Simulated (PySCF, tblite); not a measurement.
# C3H14BNSi: geometry, infrared bands and NMR shifts

Aim: predict the infrared bands and NMR shifts of C3H14BNSi (`[BH3-][N@H+](C)[SiH](C)C`).

Computed with tblite 0.8.0 and PySCF 2.14.0, with density-fitted response routines of our own, on a single molecule in the gas phase. Atoms count from 0, in the outputs and in this text.

## (1) Starting geometry

20 atoms, charge 0, multiplicity 1; geometry from: force field or distance geometry start.

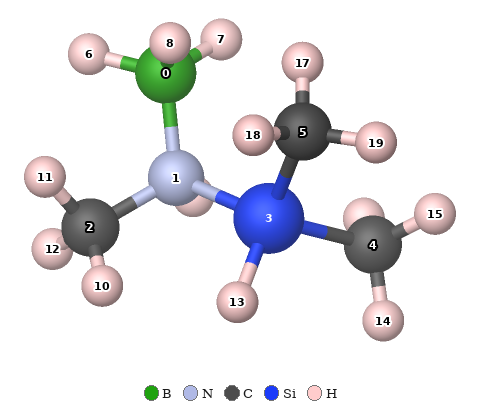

As it starts; boron green, nitrogen light blue, carbon dark grey, silicon blue, hydrogen pink, atoms numbered.

## (2) Optimising the geometry with GFN2-xTB

What the job is given:

```
{"job": {"kind": "relax", "xc": "GFN2-xTB", "basis": "xTB"}, "charge": 0, "multiplicity": 1}
B     -1.057300     1.113700    -1.018700
N     -0.986900    -0.152800    -0.201000
C     -1.966700    -0.199200     0.879100
Si     0.653900    -0.439900     0.465700
C      1.516400    -1.727400    -0.581200
C      1.692200     1.101800     0.491800
H     -2.216400     1.431200    -1.103500
H     -0.651500     0.883200    -2.111100
H     -0.505300     2.021700    -0.502900
H     -1.203100    -0.954100    -0.836000
H     -1.535400    -0.553400     1.823900
H     -2.289700     0.857400     1.062100
H     -2.870400    -0.782400     0.575000
H      0.532100    -0.892500     1.860900
H      1.637100    -2.619900     0.050800
H      2.552000    -1.361200    -0.779500
H      0.960200    -1.934700    -1.508300
H      1.503300     1.630900    -0.457900
H      1.434600     1.716800     1.387800
H      2.795700     0.871400     0.500000
```

Run with:

```console
$ OMP_NUM_THREADS=1 python probes_run.py task.json out
```

One launch serves the whole session: the jobs run in the order shown.

The program printed:

```text
step      E/eV     max force
  0    -528.57507    2.957
  1    -528.85047    1.145
  2    -528.95584    0.509
  3    -529.00064    0.500
  4    -529.04342    0.483
  5    -529.07716    0.492
  6    -529.10365    0.361
  7    -529.12547    0.297
  8    -529.14066    0.265
  9    -529.15187    0.341
 10    -529.16373    0.305
 11    -529.17408    0.236
 12    -529.18185    0.207
 13    -529.18821    0.232
 14    -529.19527    0.283
 15    -529.20426    0.259
 16    -529.21337    0.225
 17    -529.22035    0.198
 18    -529.22587    0.199
 19    -529.23200    0.240
 20    -529.24031    0.244
 21    -529.24967    0.205
 22    -529.25695    0.208
 23    -529.26343    0.202
 24    -529.27245    0.280
 25    -529.28400    0.379
 26    -529.29567    0.307
 27    -529.30492    0.196
 28    -529.31131    0.225
 29    -529.31677    0.279
 30    -529.32367    0.283
 31    -529.33269    0.184
 32    -529.33711    0.138
 33    -529.34013    0.150
 34    -529.34383    0.125
 35    -529.34710    0.117
 36    -529.35001    0.096
 37    -529.35209    0.128
 38    -529.35414    0.118
 39    -529.35645    0.117
 40    -529.35981    0.130
 41    -529.36243    0.123
 42    -529.36484    0.098
 43    -529.36726    0.108
 44    -529.37019    0.129
 45    -529.37329    0.131
 46    -529.37613    0.183
 47    -529.37849    0.118
 48    -529.38101    0.119
 49    -529.38455    0.135
 50    -529.38760    0.146
 51    -529.39116    0.136
 52    -529.39372    0.101
 53    -529.39556    0.096
 54    -529.39691    0.088
 55    -529.39822    0.103
 56    -529.39958    0.101
 57    -529.40092    0.112
 58    -529.40204    0.097
 59    -529.40297    0.070
 60    -529.40388    0.075
 61    -529.40486    0.079
 62    -529.40572    0.074
 63    -529.40639    0.068
 64    -529.40699    0.064
 65    -529.40774    0.067
 66    -529.40878    0.101
 67    -529.41015    0.100
 68    -529.41145    0.061
 69    -529.41233    0.060
 70    -529.41288    0.059
 71    -529.41344    0.064
 72    -529.41415    0.067
 73    -529.41508    0.078
 74    -529.41579    0.064
 75    -529.41622    0.052
 76    -529.41664    0.060
 77    -529.41737    0.072
 78    -529.41847    0.099
 79    -529.41976    0.115
 80    -529.42097    0.089
 81    -529.42211    0.088
 82    -529.42343    0.095
 83    -529.42488    0.099
 84    -529.42681    0.082
 85    -529.42812    0.084
 86    -529.42876    0.075
 87    -529.42964    0.065
 88    -529.43035    0.052
 89    -529.43092    0.051
 90    -529.43129    0.050
 91    -529.43162    0.045
 92    -529.43203    0.039
 93    -529.43246    0.049
 94    -529.43299    0.045
 95    -529.43337    0.044
 96    -529.43363    0.039
 97    -529.43389    0.037
 98    -529.43428    0.049
 99    -529.43482    0.050
100    -529.43539    0.059
101    -529.43584    0.036
102    -529.43615    0.049
103    -529.43644    0.034
104    -529.43672    0.027
105    -529.43699    0.024
106    -529.43714    0.024
107    -529.43737    0.028
108    -529.43757    0.026
109    -529.43773    0.023
110    -529.43783    0.022
111    -529.43789    0.014
112    -529.43794    0.012
113    -529.43797    0.013
114    -529.43800    0.012
115    -529.43801    0.009
```

Run time: 1.3 s. Hardware: 1 thread of Arm Neoverse N1, shared host; peak memory 0.18 GiB.

Relaxation path: (not every step is listed)

| step | energy from step 0 (eV) | largest force (eV/Å) |
| --- | --- | --- |
| 0 | 0.0000 | 2.9565 |
| 1 | -0.2754 | 1.1447 |
| 2 | -0.3808 | 0.5088 |
| 3 | -0.4256 | 0.5005 |
| 4 | -0.4683 | 0.4830 |
| 5 | -0.5021 | 0.4919 |
| 6 | -0.5286 | 0.3608 |
| 7 | -0.5504 | 0.2967 |
| 8 | -0.5656 | 0.2649 |
| 18 | -0.6508 | 0.1986 |
| 28 | -0.7362 | 0.2251 |
| 38 | -0.7791 | 0.1178 |
| 48 | -0.8059 | 0.1186 |
| 58 | -0.8270 | 0.0967 |
| 68 | -0.8364 | 0.0613 |
| 78 | -0.8434 | 0.0987 |
| 88 | -0.8553 | 0.0519 |
| 98 | -0.8592 | 0.0488 |
| 108 | -0.8625 | 0.0264 |
| 110 | -0.8628 | 0.0216 |
| 111 | -0.8628 | 0.0137 |
| 112 | -0.8629 | 0.0121 |
| 113 | -0.8629 | 0.0126 |
| 114 | -0.8629 | 0.0117 |
| 115 | -0.8629 | 0.0086 |

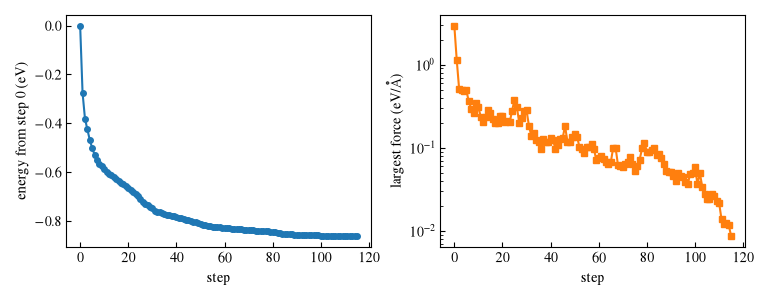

Energy and largest force along the relaxation.

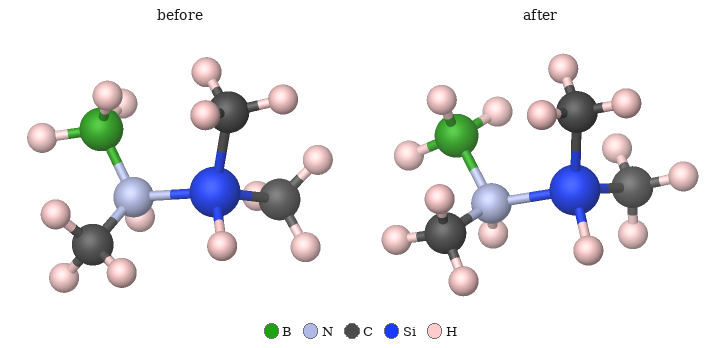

Before and after, at one scale.

Distances of close pairs at the start and the end, largest changes first:

| bond | before (Å) | after (Å) | change (Å) |
| --- | --- | --- | --- |
| B0–N1 | 1.509 | 1.665 | +0.156 |
| C5–H19 | 1.127 | 1.086 | -0.041 |
| C2–H11 | 1.120 | 1.087 | -0.033 |
| Si3–C5 | 1.859 | 1.891 | +0.032 |
| C4–H15 | 1.116 | 1.085 | -0.031 |
| N1–H9 | 1.045 | 1.014 | -0.031 |
| C5–H18 | 1.117 | 1.086 | -0.031 |
| C2–H12 | 1.118 | 1.089 | -0.029 |

The final coordinates are the input of the step that follows.

## (3) Harmonic vibrations with GFN2-xTB

What the job is given:

```
{"job": {"kind": "ir", "xc": "GFN2-xTB", "basis": "xTB"}, "charge": 0, "multiplicity": 1}
B     -1.166664     0.786725    -1.262644
N     -0.954531    -0.264406     0.011302
C     -1.846273     0.108815     1.101840
Si     0.768874    -0.497524     0.488505
C      1.556102    -1.636212    -0.805422
C      1.614163     1.185469     0.659338
H     -2.290168     0.615315    -1.632102
H     -0.367444     0.477477    -2.093895
H     -0.987059     1.883744    -0.835644
H     -1.307508    -1.120265    -0.402557
H     -1.834812    -0.628249     1.909150
H     -1.530733     1.071256     1.497371
H     -2.862195     0.217197     0.724933
H      0.675133    -1.188178     1.793919
H      1.095490    -2.620485    -0.818032
H      2.613455    -1.773900    -0.604384
H      1.461450    -1.213116    -1.800913
H      1.603006     1.705864    -0.294042
H      1.107328     1.818615     1.381978
H      2.647239     1.082539     0.978261
```

The program printed:

```text
mode    cm-1     km/mol
  1      52.7      7.36
  2      92.6      0.11
  3     107.0      0.12
  4     153.5      3.76
  5     162.2      0.80
  6     188.3      7.33
  7     208.7      1.52
  8     227.1      1.22
  9     254.1     18.80
 10     314.2      7.24
 11     349.0      1.78
 12     542.0     19.40
 13     614.8    111.68
 14     623.3    103.62
 15     713.0     51.32
 16     726.0     53.74
 17     770.9      2.19
 18     796.6      2.56
 19     834.3     91.11
 20     840.3    164.38
 21     858.8    222.32
 22     870.9     87.05
 23     907.5    103.31
 24    1002.6     65.47
 25    1067.2     20.35
 26    1108.6     85.48
 27    1142.8     46.16
 28    1160.8    209.44
 29    1258.9     53.94
 30    1266.3     49.85
 31    1325.7     40.02
 32    1363.1     30.44
 33    1370.1     16.20
 34    1419.6      0.29
 35    1457.9      1.86
 36    1465.6      0.72
 37    1471.2      2.15
 38    1479.0      2.08
 39    1479.6      1.43
 40    1498.6      9.23
 41    2129.2    361.47
 42    2404.5    359.36
 43    2424.2    278.07
 44    2460.1    146.71
 45    2956.1     59.69
 46    3018.9     19.19
 47    3030.0     20.38
 48    3038.3      9.79
 49    3041.2     12.38
 50    3042.8     24.52
 51    3044.3      7.20
 52    3046.9     16.57
 53    3055.4     25.60
 54    3375.9      1.96
```

Run time: 1.1 s. Hardware: 1 thread of Arm Neoverse N1, shared host; peak memory 0.18 GiB.

Which atoms move in the most intense modes:

| cm⁻¹ | km/mol | atoms |
| --- | --- | --- |
| 615 | 111.7 | H13 31 %, N1 24 % |
| 840 | 164.4 | H18 29 %, Si3 20 %, H17 16 %, C5 13 % |
| 859 | 222.3 | H15 20 %, H19 19 %, Si3 11 % |
| 1161 | 209.4 | H6 29 %, H8 28 %, H7 27 %, B0 10 % |
| 2129 | 361.5 | H13 97 % |
| 2404 | 359.4 | H6 62 %, H7 29 % |
| 2424 | 278.1 | H7 51 %, H6 22 %, H8 19 % |
| 2460 | 146.7 | H8 74 %, H7 14 % |

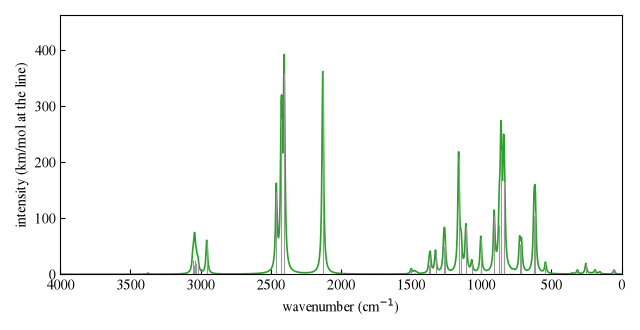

The infrared spectrum from these modes, unscaled. Lines are broadened to a width of 14 cm⁻¹ (Lorentzian).

## (4) NMR shieldings: PBE0/pcSseg-1

The job, as its differences from that of step 3:

```diff
@@ -1,2 +1,2 @@
-{"job": {"kind": "ir", "xc": "GFN2-xTB", "basis": "xTB"}, "charge": 0, "multiplicity": 1}
+{"job": {"kind": "nmr", "xc": "PBE0", "basis": "pcSseg-1"}, "charge": 0, "multiplicity": 1}
 B     -1.166664     0.786725    -1.262644
```

Method: GIAO PBE0/pcSseg-1 NMR shielding, non-relativistic, gas phase.

The program printed:

```text
coarse grid: 15712 points
cycle   1  E = -491.3435986433  dE =  1.990e-01  |g| = 5.275e-01  |ddm| = 3.656e+00
cycle   2  E = -491.3474400807  dE = -3.841e-03  |g| = 5.285e-01  |ddm| = 1.020e+00
cycle   3  E = -491.4243363863  dE = -7.690e-02  |g| = 3.917e-02  |ddm| = 5.017e-01
cycle   4  E = -491.4247078791  dE = -3.715e-04  |g| = 1.576e-02  |ddm| = 5.535e-02
cycle   5  E = -491.4247777144  dE = -6.984e-05  |g| = 3.148e-03  |ddm| = 1.672e-02
cycle   6  E = -491.4247801244  dE = -2.410e-06  |g| = 8.686e-04  |ddm| = 3.583e-03
final grid: 142960 points
cycle   7  E = -491.4569613689  dE = -4.993e-05  |g| = 9.470e-03  |ddm| = 3.160e-02
cycle   8  E = -491.4569548008  dE =  6.568e-06  |g| = 1.094e-02  |ddm| = 1.677e-02
cycle   9  E = -491.4569842052  dE = -2.940e-05  |g| = 1.103e-03  |ddm| = 8.872e-03
cycle  10  E = -491.4569844503  dE = -2.450e-07  |g| = 2.473e-04  |ddm| = 8.349e-04
cycle  11  E = -491.4569844622  dE = -1.192e-08  |g| = 5.188e-05  |ddm| = 2.083e-04
cycle  12  E = -491.4569844629  dE = -6.827e-10  |g| = 1.541e-05  |ddm| = 6.785e-05
converged SCF energy = -491.4569844629

GIAO shielding tensors (ppm)
atom      isotropic    diamagn.    paramagn.     s11        s22        s33       span
  0 B      122.402     192.182     -69.780    106.199    107.568    153.440     47.241
  1 N      232.606     324.852     -92.247    208.058    233.131    256.629     48.570
  2 C      147.448     245.799     -98.351    118.207    137.158    186.980     68.773
  3 Si     337.057     882.400    -545.344    297.849    347.269    366.051     68.202
  4 C      189.576     255.484     -65.908    180.581    192.262    195.885     15.303
  5 C      193.032     255.407     -62.376    187.112    192.242    199.742     12.630
  6 H       29.673      32.265      -2.593     26.513     27.755     34.749      8.236
  7 H       29.719      33.292      -3.573     26.135     28.029     34.992      8.857
  8 H       30.036      33.199      -3.162     26.687     28.740     34.683      7.996
  9 H       30.168      35.282      -5.114     24.400     25.779     40.325     15.925
 10 H       29.292      29.660      -0.368     24.363     26.993     36.521     12.158
 11 H       29.242      30.755      -1.513     25.306     27.983     34.438      9.132
 12 H       28.837      29.061      -0.224     24.259     26.795     35.456     11.197
 13 H       26.946      31.151      -4.204     23.797     25.469     31.572      7.775
 14 H       31.548      31.239       0.309     26.910     28.842     38.892     11.982
 15 H       31.686      29.882       1.803     26.837     28.779     39.442     12.604
 16 H       30.725      32.332      -1.607     25.831     29.438     36.906     11.075
 17 H       30.648      32.271      -1.623     25.810     29.248     36.885     11.075
 18 H       31.293      31.813      -0.520     26.107     29.512     38.260     12.153
 19 H       31.837      30.010       1.826     27.084     28.606     39.820     12.736
```

It took 46 s on 1 thread of Arm Neoverse N1, shared host; peak memory 0.83 GiB.

The references, computed at this level on geometries of the same kind, shield at (ppm): ¹H TMS 31.72, ¹³C TMS 186.9, ²⁹Si TMS 349.2, ¹⁵N NH3 267.7, ¹¹B BF3·OEt2 100.1. Their shielding less the atom's gives the shift. The references are single molecules in the gas phase, so shifts against H2O, NH3, PH3, H3PO4 or CFCl3 are not on the usual liquid scales and can be off by tens of ppm. Atoms listed in one row are averaged.

| atoms | environment | σ (ppm) | δ (ppm) | δ scaled to CDCl3 |
| --- | --- | --- | --- | --- |
| C2 | methyl carbon bonded to N | 147.4 | 39.5 | 36.6 |
| C4 | methyl carbon bonded to Si | 189.6 | -2.7 | -4.5 |
| C5 | methyl carbon bonded to Si | 193.0 | -6.1 | -7.9 |
| H13 | hydrogen on a silicon bonded to 2 C, N | 26.95 | 4.77 | – |
| H10, H11, H12 | hydrogen on a methyl carbon bonded to N | 29.12 | 2.59 | 2.55 |
| H6, H7, H8 | hydrogen on a boron bonded to N | 29.81 | 1.91 | – |
| H9 | hydrogen on a donor nitrogen of a Lewis adduct | 30.17 | 1.55 | – |
| H17, H18, H19 | hydrogen on a methyl carbon bonded to Si | 31.26 | 0.46 | 0.54 |
| H14, H15, H16 | hydrogen on a methyl carbon bonded to Si | 31.32 | 0.40 | 0.48 |
| B0 | boron bonded to N, 3 H | 122.4 | -22.3 | – |
| N1 | donor nitrogen of a Lewis adduct | 232.6 | 35.1 | – |
| Si3 | silicon bonded to 2 C, N, H | 337.1 | 12.1 | – |

The scaled column applies a straight-line fit of computed shieldings to shifts measured in CDCl3 (root-mean-square error 0.16 ppm for H, 1.9 ppm for C).

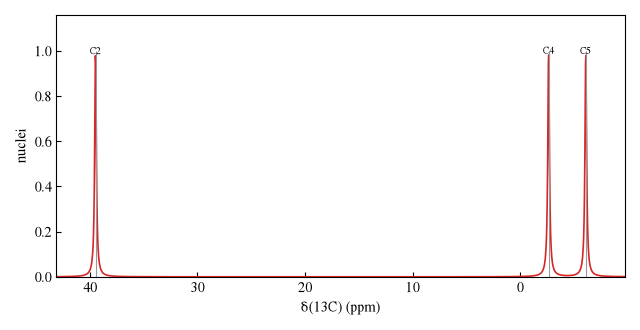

¹³C lines at the computed shifts, without couplings. Lines are broadened to a width of 0.18 ppm (Lorentzian).

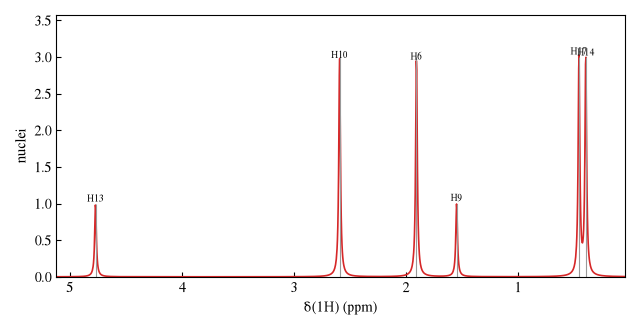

¹H lines at the computed shifts, without couplings. Lines are broadened to a width of 0.02 ppm (Lorentzian).

Charges from the same density, by scheme (e):

| atoms | Mulliken | IAO | Hirshfeld | ESP fit |
| --- | --- | --- | --- | --- |
| B0 | -0.11 | -0.41 | -0.10 | -0.14 |
| N1 | -0.69 | -0.41 | -0.09 | -0.21 |
| C2 | -0.11 | -0.30 | -0.05 | -0.45 |
| Si3 | 0.87 | 1.04 | 0.45 | 0.88 |
| C4 | -0.64 | -0.72 | -0.21 | -0.82 |
| C5 | -0.63 | -0.72 | -0.20 | -0.71 |

IAO charges:

B0 -0.41; N1 -0.41; C2 -0.30; Si3 1.04; C4 -0.72; C5 -0.72; H6 -0.02; H7 -0.03; H8 -0.03; H9 0.29; H10 0.14; H11 0.16; H12 0.17; H13 -0.14; H14 0.16; H15 0.16; H16 0.17; H17 0.18; H18 0.16; H19 0.16

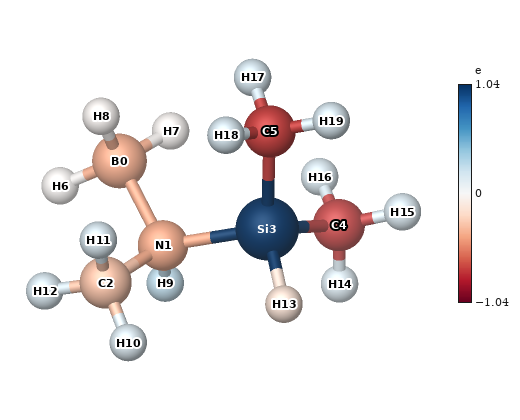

IAO charges, as colours on the atoms.

Mayer bond orders: B0–N1 0.59, N1–C2 0.93, N1–Si3 0.71, Si3–C4 0.99, Si3–C5 1.00.

## (5) Outcome

| quantity | value |
| --- | --- |
| strongest single infrared mode (GFN2-xTB) | 2129 cm⁻¹, 361 km/mol |
| zero-point energy (GFN2-xTB) | 105.2 kcal/mol |
| ¹³C shifts against TMS (PBE0/pcSseg-1) | 39.5, -2.7, -6.1 ppm |
| ¹H shifts against TMS (PBE0/pcSseg-1, means over atoms taken as alike) | 4.77, 2.59, 1.91, 1.55, 0.46, 0.40 ppm |
| ¹¹B shifts against BF3·OEt2 (PBE0/pcSseg-1) | -22.3 ppm |
| ¹⁵N shifts against NH3 (PBE0/pcSseg-1) | 35.1 ppm |
| ²⁹Si shifts against TMS (PBE0/pcSseg-1) | 12.1 ppm |

**Reading.** Relaxing lowered the energy by 0.863 eV in 115 steps; the close pair that moved most is B0–N1, from 1.509 to 1.665 Å. All 54 modes are real, so the xTB geometry is a minimum. The strongest single mode, at 2129 cm⁻¹, moves mainly H13. Unscaled tight-binding wavenumbers are off by several per cent, some by more. Its intensities can rank the bands wrongly. The most deshielded carbon is C2 (methyl carbon bonded to N), at 39.5 ppm: deshielded by the electronegative neighbour.
